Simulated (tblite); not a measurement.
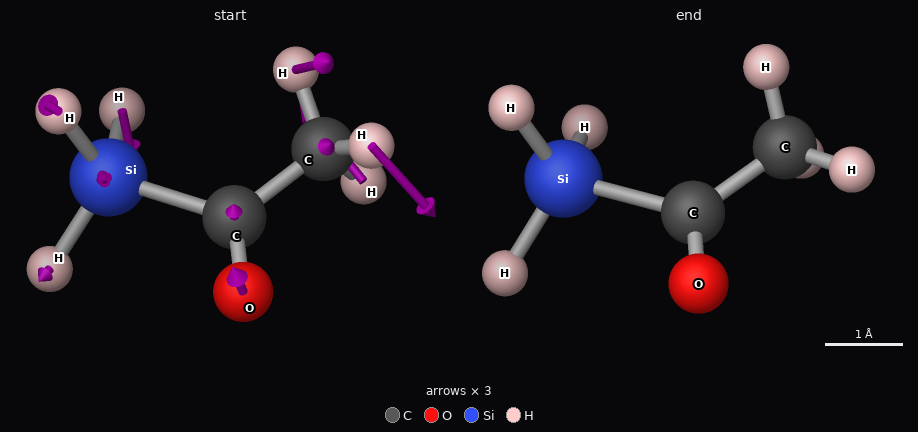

The structure of C₂H₆OSi before (left) and after (right) a relaxation, at one scale. The purple arrows give the displacements, magnified 3 times.

Style: ball-and-stick. Shown at a tilt.

Theory: GFN2-xTB geometry optimisation, gas phase (tblite). 

### Describe what moved and what it gained.

After 58 geometry steps the energy has fallen by 0.201 eV. The largest move after the best rigid fit is that of an H atom, 0.50 Å. By element the largest moves are H 0.50 Å, O 0.18 Å, C 0.09 Å, Si 0.08 Å. Among the contacts that change: C–Si 1.854 → 1.927 Å, C–H 1.120 → 1.088 Å, H–Si 1.494 → 1.464 Å, H–Si 1.445 → 1.457 Å. Among the angles between lasting bonds that change: C–C–H 104.5° → 111.3°, H–C–H 114.0° → 107.9°, H–C–H 104.9° → 110.1°. Groups turn about C–C by about 30°. Cost: 0.56 s on 1 thread of Intel(R) Xeon(R) Processor @ 2.50GHz, on a shared host.
